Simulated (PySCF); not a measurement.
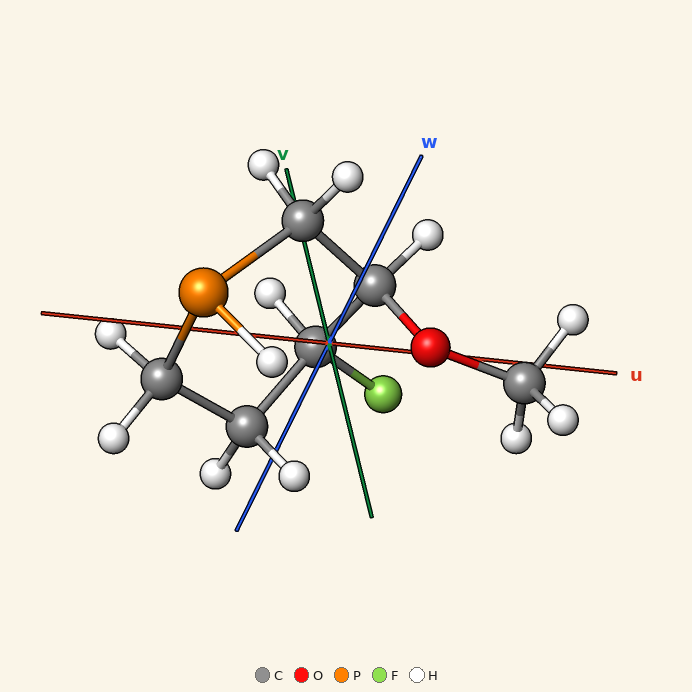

The lines u, v and w are the principal axes of the static dipole polarisability. Computed geometry: PBE0-D3(BJ)/def2-SVP optimisation. No frequency run is at hand to confirm it as a minimum. Level of theory: CAM-B3LYP/def2-SVPD (PySCF 2.14.0).

**Along which axis is the molecule most polarisable, and along which least?**

Most along u, least along v.

**Give the three principal values.**

u 108.3, v 89.6, w 98.2 bohr³; mean 98.7, anisotropy 16.2 bohr³.
